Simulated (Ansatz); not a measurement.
**GeO2 (triplet): correlated methods under varied settings at a displaced geometry (v1)**

What do other methods and options give for GeO2 (triplet) at this geometry, and how long do they take?

Program: Ansatz 0.2.0, Gaussian basis. Level of theory: the settings change from run to run. These are calculated values, not measurements.

37 further runs of the same task are left out: 15 for a known fault of the program, 6 that didn't finish, 16 set aside as unsound or not needed.

## 1. What is computed

The geometry is a PBE0/def2-TZVP stationary point (not a proven minimum) with its atoms shifted at random (size 0.040 Å). No spin-orbit coupling is included. The filled d shell of Ge may be among the frozen orbitals whatever the setting's name suggests; the logs give the count.

3 atoms, charge 0, spin multiplicity 3.

Atoms are counted from 1 here; the program's logs count them from 0.

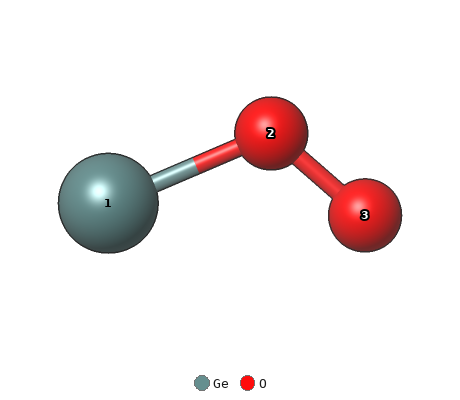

The geometry (germanium teal, oxygen red); atoms are numbered from 1 in the order of the file.

## 2. HF/6-31G*

The input, in.yaml:

```yaml
crystal:
  periodic: [false, false, false]
  atoms:
    - {symbol: Ge, position_ang: [-0.007079, -0.049818, 0.680263]}
    - {symbol: O, position_ang: [-0.007912, 0.574696, -1.078525]}
    - {symbol: O, position_ang: [0.040052, -0.348512, -2.009983]}
basis:
  gaussian: {orbitals: "6-31G*"}
magnetization: {spin_polarized: true, initial_magnetization: 2}
hamiltonian: {xc: hf, pseudopotentials: {relativity: none}}
output: {orbitals: {seedname: orbitals}}
```

Launch:

```console
ansatz run in.yaml --threads 1 --pin off --events-out ev --progress --plain --max-ram 2393MiB
```

Log:

```text
Functional definition: HF
  name "HF"
  cite "Fock, Z. Phys. 61, 126 (1930) doi:10.1007/BF01340294"
  parent pbe
  exchange = exact_x
  correlation = 0
562 factors; integrals over basis functions are off by at most 7.9e-4 eV
mean field evaluation 1: about -60534.1136 eV, gradient 1.5e1 eV
mean field evaluation 2: about -60534.1331 eV, gradient 1.5e1 eV
mean field evaluation 4: about -60535.9164 eV, gradient 2.9e0 eV
mean field evaluation 8: about -60536.1414 eV, gradient 3.2e-1 eV
mean field evaluation 16: about -60536.1445 eV, gradient 9.0e-6 eV
mean field evaluation 32: about -60536.0604 eV, gradient 2.3e-1 eV
mean field evaluation 64: about -60535.8234 eV, gradient 4.3e-1 eV
mean field evaluation 96: about -60530.5833 eV, gradient 2.3e1 eV
mean field evaluation 128: about -60534.9251 eV, gradient 7.4e0 eV
mean field evaluation 160: about -60535.5448 eV, gradient 4.7e-1 eV
mean field -60536.14446346 eV, -2224.6622761597 hartree, gradient 8.6e-6 eV, S^2 2.024646; 5 other end points of the search recorded, 0 dependent functions left out
reference -60536.14446346 eV, -2224.6622761597 hartree; 25, 23 occupied and 40, 42 virtual orbitals, 562 factors
Total energy: -60536.14446346 eV, -2224.6622761597 hartree
```

Wall time 4.8 s (1 thread of Arm Neoverse V1, shared host).

From the report: ⟨S²⟩ of the determinant 2.025 (pure triplet: 2.00).

## 3. MP2 on ROHF/def2-SVP

The input, in.yaml:

```yaml
crystal:
  periodic: [false, false, false]
  atoms:
    - {symbol: Ge, position_ang: [-0.007079, -0.049818, 0.680263]}
    - {symbol: O, position_ang: [-0.007912, 0.574696, -1.078525]}
    - {symbol: O, position_ang: [0.040052, -0.348512, -2.009983]}
basis:
  gaussian: {orbitals: def2-SVP}
magnetization: {spin_polarized: false, initial_magnetization: 2}
correlation: {method: mp2, electrons: outside_noble_gas}
```

Launched as before.

Log (excerpt; [...] marks lines left out):

```text
Functional definition: HF
  name "HF"
  cite "Fock, Z. Phys. 61, 126 (1930) doi:10.1007/BF01340294"
  parent pbe
[...]
577 factors; integrals over basis functions are off by at most 7.6e-4 eV
[...]
mean field -60533.12057115 eV, -2224.5511501670 hartree, gradient 4.2e-6 eV, S^2 2.000000; 17 other end points of the search recorded, 0 dependent functions left out
[...]
16 core orbitals not correlated: weight in the atoms' cores, before any rotation towards them, 0.992 or more for the frozen orbitals, at most 0.011 for the correlated occupied ones
reference -60533.12057115 eV, -2224.5511501670 hartree; 9, 7 occupied and 35, 37 virtual orbitals, 577 factors
second order -10.70546795 eV of doubles, -0.15929674 eV of singles
Total energy: -60543.98533584 eV, -2224.9504229049 hartree
```

Run time: 12 s. Hardware: 1 thread of Arm Neoverse V1, shared host.

## 4. HF/cc-pVDZ

Changes to in.yaml since step 3:

```diff
@@ -7,4 +7,5 @@
 basis:
-  gaussian: {orbitals: def2-SVP}
+  gaussian: {orbitals: cc-pVDZ}
 magnetization: {spin_polarized: false, initial_magnetization: 2}
-correlation: {method: mp2, electrons: outside_noble_gas}
+hamiltonian: {xc: hf}
+output: {orbitals: {seedname: orbitals}}
```

Launched as before.

Log (excerpt; [...] marks lines left out):

```text
Functional definition: HF
  name "HF"
  cite "Fock, Z. Phys. 61, 126 (1930) doi:10.1007/BF01340294"
  parent pbe
[...]
592 factors; integrals over basis functions are off by at most 7.5e-4 eV
[...]
mean field -60543.15296165 eV, -2224.9198337175 hartree, gradient 3.7e-6 eV, S^2 2.000000; 4 other end points of the search recorded, 0 dependent functions left out
reference -60543.15296165 eV, -2224.9198337175 hartree; 25, 23 occupied and 30, 32 virtual orbitals, 592 factors
Total energy: -60543.15296165 eV, -2224.9198337175 hartree
```

Wall time 2.7 s (1 thread of Arm Neoverse V1, shared host).

## 5. HF/6-31G

The input, in.yaml:

```yaml
crystal:
  periodic: [false, false, false]
  atoms:
    - {symbol: Ge, position_ang: [-0.007079, -0.049818, 0.680263]}
    - {symbol: O, position_ang: [-0.007912, 0.574696, -1.078525]}
    - {symbol: O, position_ang: [0.040052, -0.348512, -2.009983]}
basis:
  gaussian: {orbitals: 6-31G, point_charges: [{charge: -0.50, position_ang: [3.739, -0.834, -0.159]}]}
magnetization: {spin_polarized: true, initial_magnetization: 2}
hamiltonian: {xc: hf}
output: {forces: true, orbitals: {seedname: orbitals}}
```

Launched as before.

Log (excerpt; [...] marks lines left out):

```text
Functional definition: HF
  name "HF"
  cite "Fock, Z. Phys. 61, 126 (1930) doi:10.1007/BF01340294"
  parent pbe
[...]
406 factors; integrals over basis functions are off by at most 5.8e-4 eV
[...]
mean field -60533.62549197 eV, -2224.5697056649 hartree, gradient 1.2e-5 eV, S^2 2.014538; 4 other end points of the search recorded, 0 dependent functions left out
[...]
reference -60533.62549197 eV, -2224.5697056649 hartree; 25, 23 occupied and 22, 24 virtual orbitals, 406 factors
Total energy: -60533.62549197 eV, -2224.5697056649 hartree
Atom 0 at    -0.007079    -0.049818     0.680263 Å, force     0.219746     0.111764     0.080649 eV/Å
Atom 1 at    -0.007912     0.574696    -1.078525 Å, force    -0.129989     1.909880     2.332858 eV/Å
Atom 2 at     0.040052    -0.348512    -2.009983 Å, force     0.052364    -2.051789    -2.500754 eV/Å
Dipole moment:     0.096629    -0.193869     0.656651 e Å
```

Wall time 2.4 s (1 thread of Arm Neoverse V1, shared host).

From the report: ⟨S²⟩ of the determinant 2.015 (pure triplet: 2.00).

## 6. CISD/cc-pVDZ

The input, in.yaml:

```yaml
crystal:
  periodic: [false, false, false]
  atoms:
    - {symbol: Ge, position_ang: [-0.007079, -0.049818, 0.680263]}
    - {symbol: O, position_ang: [-0.007912, 0.574696, -1.078525]}
    - {symbol: O, position_ang: [0.040052, -0.348512, -2.009983]}
basis:
  gaussian: {orbitals: cc-pVDZ}
magnetization: {spin_polarized: false, initial_magnetization: 2}
correlation: {active_space: {ras: {orbitals: [7, 2, 30], electrons: 16, max_holes: 2, max_particles: 2}, fixed_orbitals: true}}
scf: {lower_state_search: off}
output: {forces: true}
```

Same command.

Log (excerpt; [...] marks lines left out):

```text
Functional definition: HF
  name "HF"
  cite "Fock, Z. Phys. 61, 126 (1930) doi:10.1007/BF01340294"
  parent pbe
[...]
592 factors; integrals over basis functions are off by at most 7.5e-4 eV
[...]
mean field -60543.15296165 eV, -2224.9198337175 hartree, gradient 4.2e-6 eV, S^2 2.000000; 0 other end points of the search recorded, 0 dependent functions left out
reference -60543.15296165 eV, -2224.9198337175 hartree; 25, 23 occupied and 30, 32 virtual orbitals, 592 factors
state -60553.50426136 eV, -2225.3002369657 hartree
[...]
Total energy: -60553.50426136 eV, -2225.3002369657 hartree
Atom 0 at    -0.007079    -0.049818     0.680263 Å, force     0.003327    -0.117197     0.090436 eV/Å
Atom 1 at    -0.007912     0.574696    -1.078525 Å, force    -0.045095     0.962433     0.600262 eV/Å
Atom 2 at     0.040052    -0.348512    -2.009983 Å, force     0.041768    -0.845235    -0.690698 eV/Å
Dipole moment:    -0.003836    -0.085689     0.539843 e Å
Checks for a lower state left out: starts, cluster_reference, orbital_swaps, neighbouring_geometries, increment
```

Run time: 16 s. Hardware: 1 thread of Arm Neoverse V1, shared host.

From the report: 191,208 determinants.

## 7. CASSCF(4,4)/cc-pVDZ

Changes to in.yaml since step 6:

```diff
@@ -9,4 +9,3 @@
 magnetization: {spin_polarized: false, initial_magnetization: 2}
-correlation: {active_space: {ras: {orbitals: [7, 2, 30], electrons: 16, max_holes: 2, max_particles: 2}, fixed_orbitals: true}}
-scf: {lower_state_search: off}
+correlation: {active_space: {window: {electrons: 4, orbitals: 4}}}
 output: {forces: true}
```

Launched as before.

Log (excerpt; [...] marks lines left out):

```text
Functional definition: HF
  name "HF"
  cite "Fock, Z. Phys. 61, 126 (1930) doi:10.1007/BF01340294"
  parent pbe
[...]
592 factors; integrals over basis functions are off by at most 7.5e-4 eV
[...]
mean field -60543.15296165 eV, -2224.9198337175 hartree, gradient 6.3e-6 eV, S^2 2.000000; 17 other end points of the search recorded, 0 dependent functions left out
reference -60543.15296165 eV, -2224.9198337175 hartree; 25, 23 occupied and 30, 32 virtual orbitals, 592 factors
state -60544.06256856 eV, -2224.9532611549 hartree
[...]
Total energy: -60544.06256856 eV, -2224.9532611549 hartree
Atom 0 at    -0.007079    -0.049818     0.680263 Å, force     0.001803     0.109610    -0.456001 eV/Å
Atom 1 at    -0.007912     0.574696    -1.078525 Å, force    -0.102642     1.856719     2.340255 eV/Å
Atom 2 at     0.040052    -0.348512    -2.009983 Å, force     0.100839    -1.966329    -1.884254 eV/Å
Dipole moment:    -0.002269    -0.129986     0.550612 e Å
```

It took 13 s on 1 thread of Arm Neoverse V1, shared host.

From the report: 36 determinants; active occupations 1.96, 1.00, 1.00, 0.04.

## 8. BCCD(T) on UHF/cc-pVDZ

The input, in.yaml:

```yaml
crystal:
  periodic: [false, false, false]
  atoms:
    - {symbol: Ge, position_ang: [-0.007079, -0.049818, 0.680263]}
    - {symbol: O, position_ang: [-0.007912, 0.574696, -1.078525]}
    - {symbol: O, position_ang: [0.040052, -0.348512, -2.009983]}
basis:
  gaussian: {orbitals: cc-pVDZ}
magnetization: {spin_polarized: true, initial_magnetization: 2}
correlation: {method: bccd_t, electrons: outside_noble_gas}
```

The command is unchanged.

Log (excerpt; [...] marks lines left out):

```text
Functional definition: HF
  name "HF"
  cite "Fock, Z. Phys. 61, 126 (1930) doi:10.1007/BF01340294"
  parent pbe
[...]
592 factors; integrals over basis functions are off by at most 7.5e-4 eV
[...]
mean field -60543.41011803 eV, -2224.9292840402 hartree, gradient 3.5e-6 eV, S^2 2.024796; 20 other end points of the search recorded, 0 dependent functions left out
determinant -60543.41011803 eV, -2224.9292840402 hartree, with singles and doubles -60554.72096128 eV, -2225.3449498629 hartree
determinant -60543.21087871 eV, -2224.9219621303 hartree, with singles and doubles -60554.51316636 eV, -2225.3373135403 hartree
determinant -60543.11937541 eV, -2224.9185994459 hartree, with singles and doubles -60554.38721463 eV, -2225.3326848997 hartree
determinant -60542.78692469 eV, -2224.9063821074 hartree, with singles and doubles -60553.96987043 eV, -2225.3173477833 hartree
[...]
determinant -60543.41011803 eV, -2224.9292840402 hartree, with singles and doubles -60554.72677252 eV, -2225.3451634222 hartree
determinant -60543.21087871 eV, -2224.9219621303 hartree, with singles and doubles -60554.52326716 eV, -2225.3376847380 hartree
determinant -60543.11937541 eV, -2224.9185994459 hartree, with singles and doubles -60554.39220804 eV, -2225.3328684044 hartree
16 core orbitals not correlated: weight in the atoms' cores, before any rotation towards them, 0.991 or more for the frozen orbitals, at most 0.011 for the correlated occupied ones
reference -60543.41011803 eV, -2224.9292840402 hartree; 9, 7 occupied and 30, 32 virtual orbitals, 592 factors
second order -10.58888524 eV of doubles, -0.00000000 eV of singles
cycle   1  -11.23889300 eV  change    7.8e-2 eV  update   2.3e-2
[...]
cycle  10  -11.25886060 eV  change    1.8e-6 eV  update   1.9e-5
perturbative correction -0.39558022 eV, -0.0145373050 hartree
Total energy: -60555.06455885 eV, -2225.3575768408 hartree
```

Run time: 39 s. Hardware: 1 thread of Arm Neoverse V1, shared host.

From the report: ⟨S²⟩ of the determinant 2.025 (pure triplet: 2.00); correlation -11.6544 eV; largest double amplitude 0.06.

## 9. CISD/cc-pVDZ

The input, in.yaml:

```yaml
crystal:
  periodic: [false, false, false]
  atoms:
    - {symbol: Ge, position_ang: [-0.007079, -0.049818, 0.680263]}
    - {symbol: O, position_ang: [-0.007912, 0.574696, -1.078525]}
    - {symbol: O, position_ang: [0.040052, -0.348512, -2.009983]}
basis:
  gaussian: {orbitals: cc-pVDZ, fitting: {mean_field: def2-universal-jkfit}}
magnetization: {spin_polarized: false, initial_magnetization: 2}
correlation: {active_space: {ras: {orbitals: [12, 2, 30], electrons: 26, max_holes: 2, max_particles: 2}, fixed_orbitals: true}}
accuracy: high
```

Launched as before.

Log:

```text
Functional definition: HF
  name "HF"
  cite "Fock, Z. Phys. 61, 126 (1930) doi:10.1007/BF01340294"
  parent pbe
  exchange = exact_x
  correlation = 0
420 factors; integrals over basis functions are off by at most 8.6e-2 eV
mean field evaluation 1: about -60541.5241 eV, gradient 1.8e1 eV
mean field evaluation 2: about -60542.6592 eV, gradient 1.2e1 eV
mean field evaluation 4: about -60543.0706 eV, gradient 3.5e0 eV
mean field evaluation 8: about -60543.1488 eV, gradient 8.4e-4 eV
mean field evaluation 16: about -60542.5322 eV, gradient 5.9e-6 eV
mean field evaluation 32: about -60542.8397 eV, gradient 1.8e-1 eV
mean field evaluation 64: about -60543.1412 eV, gradient 1.3e0 eV
mean field evaluation 96: about -60542.8211 eV, gradient 2.4e0 eV
mean field -60543.14882001 eV, -2224.9196815152 hartree, gradient 3.3e-8 eV, S^2 2.000000; 17 other end points of the search recorded, 0 dependent functions left out
reference -60543.14882001 eV, -2224.9196815152 hartree; 25, 23 occupied and 30, 32 virtual orbitals, 420 factors
state -60553.87238729 eV, -2225.3137653441 hartree
Total energy: -60553.87238729 eV, -2225.3137653441 hartree
```

Run time: 67 s. Hardware: 1 thread of Arm Neoverse V1, shared host; peak memory 0.38 GiB.

From the report: 545,580 determinants.

## 10. CISD/def2-SVPD

The input, in.yaml:

```yaml
crystal:
  periodic: [false, false, false]
  atoms:
    - {symbol: Ge, position_ang: [-0.007079, -0.049818, 0.680263]}
    - {symbol: O, position_ang: [-0.007912, 0.574696, -1.078525]}
    - {symbol: O, position_ang: [0.040052, -0.348512, -2.009983]}
basis:
  gaussian: {orbitals: def2-SVPD}
magnetization: {spin_polarized: false, initial_magnetization: 2}
correlation: {active_space: {ras: {orbitals: [7, 2, 59], electrons: 16, max_holes: 2, max_particles: 2}, fixed_orbitals: true}}
scf: {lower_state_search: full}
```

The command is unchanged.

Log (excerpt; [...] marks lines left out):

```text
Functional definition: HF
  name "HF"
  cite "Fock, Z. Phys. 61, 126 (1930) doi:10.1007/BF01340294"
  parent pbe
[...]
814 factors; integrals over basis functions are off by at most 8.1e-4 eV
[...]
mean field -60533.43109669 eV, -2224.5625617701 hartree, gradient 1.7e-6 eV, S^2 2.000000; 22 other end points of the search recorded, 0 dependent functions left out
reference -60533.43109669 eV, -2224.5625617701 hartree; 25, 23 occupied and 59, 61 virtual orbitals, 814 factors
state -60544.19472856 eV, -2224.9581179453 hartree
Total energy: -60544.19472856 eV, -2224.9581179453 hartree
```

Run time: 69 s. Hardware: 1 thread of Arm Neoverse V1, shared host; peak memory 0.52 GiB.

From the report: 733,640 determinants.

## 11. All runs side by side

Where basis and cores are those of an earlier UCCSDT(Q)/cc-pVDZ run (-60555.1395 eV), and the state is the same kind, the miss against it is given.

```csv
level,correlated,functions,energy (eV),from UCCSDT(Q) (meV),time
HF/6-31G*,,65,-60536.1445,,4.8 s
MP2 on ROHF/def2-SVP,outside noble gas,60,-60543.9853,,12 s
HF/cc-pVDZ,,55,-60543.1530,11986.6,2.7 s
HF/6-31G (beside a point charge),,47,-60533.6255,,2.4 s
CISD/cc-pVDZ,outside noble gas,55,-60553.5043,1635.3,16 s
"CASSCF(4,4)/cc-pVDZ",,55,-60544.0626,11077.0,13 s
BCCD(T) on UHF/cc-pVDZ,outside noble gas,55,-60555.0646,75.0,39 s
CISD/cc-pVDZ,valence,55,-60553.8724,,67 s
CISD/def2-SVPD,outside noble gas,84,-60544.1947,,69 s
```

## 12. Outcome

```
quantity                                    value
    runs                                        9
quickest  HF/6-31G (beside a point charge), 2.4 s
 slowest                     CISD/def2-SVPD, 69 s
```

In words: Total energies in different bases, with other cores or another treatment of relativity can't be set against each other. CISD/def2-SVPD took 29 times as long as HF/6-31G (beside a point charge); the jobs differ in more than the method. Among the correlated runs with a miss given, it spans +75 to +1635 meV. Hartree-Fock, CASSCF and CASCI lack dynamic correlation by design.
